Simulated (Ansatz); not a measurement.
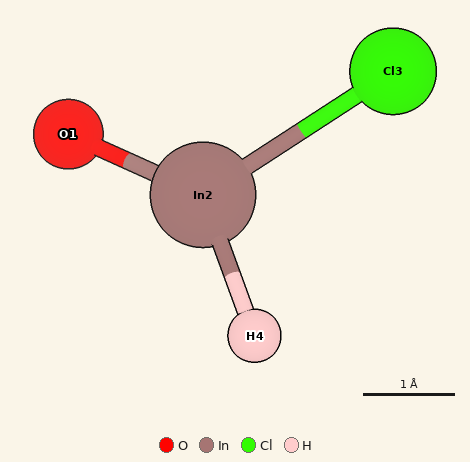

The input geometry of the first run (ball-and-stick view, seen at a tilt; atoms are numbered from 1 in the order of the input). Sticks mark near contacts. Bond lengths as drawn: Cl–In 2.52 Å, H–In 1.82 Å and In–O 1.84 Å.

# InHClO: one change and its effect

System: InHClO, charge −1, SMILES [O-][InH][Cl].
Method of the first run: RKS wB97M-V/def2-TZVPPD (Ansatz 0.2.0).

The geometry: displaced from a GFN2-xTB structure. Text and figures count atoms from 1; the logs count them from 0 in places.

## The input, the first run
```yaml
crystal:
  periodic: [false, false, false]
  atoms:
    - {symbol: O, position_ang: [-1.965900, -0.629200, 0.226900]}
    - {symbol: In, position_ang: [-0.287700, 0.061300, -0.095100]}
    - {symbol: Cl, position_ang: [1.792100, -0.923200, 0.934300]}
    - {symbol: H, position_ang: [0.483800, 1.445800, -0.992200]}
basis:
  gaussian: {orbitals: "def2-TZVPPD.json"}
total_charge: -1
hamiltonian: {xc: {name: wB97M-V}}
output: {forces: true}
```

Hardware: 4 CPU threads, shared host.

## Output (the first run)
```
Functional definition: wB97M-V
  parameter omega = 0.3/bohr
  parameter cx = 0.15
  parameter cx01 = 1.007
  parameter cx10 = 0.259
  parameter css00 = 0.443
  parameter css04 = -1.437
  parameter css10 = -4.535
  parameter css20 = -3.390
  parameter css43 = 4.278
  parameter cos00 = 1.000
  parameter cos10 = 1.358
  parameter cos20 = 2.924
  parameter cos21 = -8.812
  parameter cos60 = -1.390
  parameter cos61 = 9.142
  parameter b = 6.0
  parameter c = 0.01
  gx(w, u) = 1 - cx + cx01*u + cx10*w
  gss(w, u) = css00 + css04*u^4 + css10*w + css20*w^2 + css43*w^4*u^3
  gos(w, u) = cos00 + cos10*w + (cos20 + cos21*u)*w^2 + (cos60 + cos61*u)*w^6
  exchange = spin_sum(e_x_unif_sr(omega)*gx(b97_w, b97_u_x)) + cx*exact_x_sr(omega) + exact_x_lr(omega)
  correlation = spin_sum(e_c_pw_mod_same_spin*gss(b97_w, b97_u_same))
      + integral(e_c_pw_mod_opposite_spin*gos(b97_w_opposite, b97_u_opposite)) + vv10(b, c)
1048 factors; their error is unknown
264 factors; integrals over basis functions are off by at most 2.8e-5 eV
mean field evaluation 1: about -19757.4728 eV, gradient 3.7e1 eV
mean field evaluation 2: about -19746.2489 eV, gradient 8.7e1 eV
mean field evaluation 4: about -19760.4895 eV, gradient 2.3e0 eV
mean field evaluation 8: about -19760.5043 eV, gradient 5.9e-2 eV
mean field evaluation 16: about -19760.5485 eV, gradient 1.2e-4 eV
mean field -19760.54849204 eV, -726.1867629018 hartree, gradient 4.5e-5 eV, S^2 0.000000; 0 other end points of the search recorded, 0 dependent functions left out
the calculation of the forces begins
reference -19760.54855405 eV, -726.1867651804 hartree; 24, 24 occupied and 140, 140 virtual orbitals, 1048 factors
Total energy: -19760.54855405 eV, -726.1867651804 hartree
Atom 0 at    -1.965900    -0.629200     0.226900 Å, force    -0.996913    -0.489276     0.213117 eV/Å
Atom 1 at    -0.287700     0.061300    -0.095100 Å, force     1.542880     1.127785    -0.548373 eV/Å
Atom 2 at     1.792100    -0.923200     0.934300 Å, force    -0.207649     0.073304    -0.101086 eV/Å
Atom 3 at     0.483800     1.445800    -0.992200 Å, force    -0.338318    -0.711813     0.436343 eV/Å
Dipole moment:     0.382828     0.481441    -0.341206 e Å
```

For the second run the input was changed thus:
```diff
-hamiltonian: {xc: {name: wB97M-V}}
+correlation: {method: ccsd_t}
```

Predict how the results change.

The total energies belong to different methods, so their difference says nothing on which is more stable or more accurate. The largest force goes from 1.988 to 2.421 eV/Å.

## Output (the second run)
```
Functional definition: HF
  exchange = exact_x
  correlation = 0
1137 factors; integrals over basis functions are off by at most 6.7e-4 eV
mean field evaluation 1: about -19704.9481 eV, gradient 3.2e1 eV
mean field evaluation 2: about -19704.9891 eV, gradient 3.3e1 eV
mean field evaluation 4: about -19707.4850 eV, gradient 3.1e0 eV
mean field evaluation 8: about -19707.5246 eV, gradient 3.1e-1 eV
mean field evaluation 16: about -19704.4251 eV, gradient 4.0e1 eV
mean field -19707.52510665 eV, -724.2381894291 hartree, gradient 9.9e-6 eV, S^2 0.000000; 0 other end points of the search recorded, 0 dependent functions left out
10 core orbitals not correlated: weight in the atoms' cores, before any rotation towards them, 1.000 or more for the frozen orbitals, at most 0.000 for the correlated occupied ones
reference -19707.52510665 eV, -724.2381894291 hartree; 14, 14 occupied and 140, 140 virtual orbitals, 1137 factors
second order -20.58085812 eV of doubles, -0.00000000 eV of singles
cycle   1  -19.69214057 eV  change    8.9e-1 eV  update   1.9e-1
cycle   2  -20.33576416 eV  change   -6.4e-1 eV  update   1.1e-1
cycle   3  -20.56030878 eV  change   -2.2e-1 eV  update   4.3e-2
cycle   4  -20.57347955 eV  change   -1.3e-2 eV  update   1.8e-2
cycle   5  -20.55927231 eV  change    1.4e-2 eV  update   8.0e-3
cycle   6  -20.55832155 eV  change    9.5e-4 eV  update   3.7e-3
cycle   7  -20.55956931 eV  change   -1.2e-3 eV  update   1.8e-3
cycle   8  -20.55928038 eV  change    2.9e-4 eV  update   8.9e-4
cycle   9  -20.55925563 eV  change    2.5e-5 eV  update   3.6e-4
cycle  10  -20.55962932 eV  change   -3.7e-4 eV  update   1.9e-4
cycle  11  -20.55951612 eV  change    1.1e-4 eV  update   9.8e-5
cycle  12  -20.55937978 eV  change    1.4e-4 eV  update   5.1e-5
cycle  13  -20.55943970 eV  change   -6.0e-5 eV  update   2.3e-5
cycle  14  -20.55940921 eV  change    3.0e-5 eV  update   1.4e-5
cycle  15  -20.55941060 eV  change   -1.4e-6 eV  update   6.5e-6
cycle  16  -20.55941823 eV  change   -7.6e-6 eV  update   3.9e-6
perturbative correction -0.92813486 eV, -0.0341083269 hartree
the calculation of the forces begins
Total energy: -19729.01265974 eV, -725.0278424403 hartree
Atom 0 at    -1.965900    -0.629200     0.226900 Å, force    -1.446671    -0.673882     0.302644 eV/Å
Atom 1 at    -0.287700     0.061300    -0.095100 Å, force     1.970171     1.267200    -0.612995 eV/Å
Atom 2 at     1.792100    -0.923200     0.934300 Å, force    -0.206241     0.068459    -0.095591 eV/Å
Atom 3 at     0.483800     1.445800    -0.992200 Å, force    -0.317259    -0.661776     0.405942 eV/Å
Dipole moment:     0.317509     0.458932    -0.329826 e Å
```

## The two runs side by side

| quantity | the first run | the second run |
| --- | --- | --- |
| outcome | converged | converged |
| total energy (hartree) | −726.186765 | −725.027842 |
| largest force (eV/Å) | 1.988 | 2.421 |
| basis functions | 164 | 164 |
| wall time (shared host) | 3.3 s | 2.1 min |
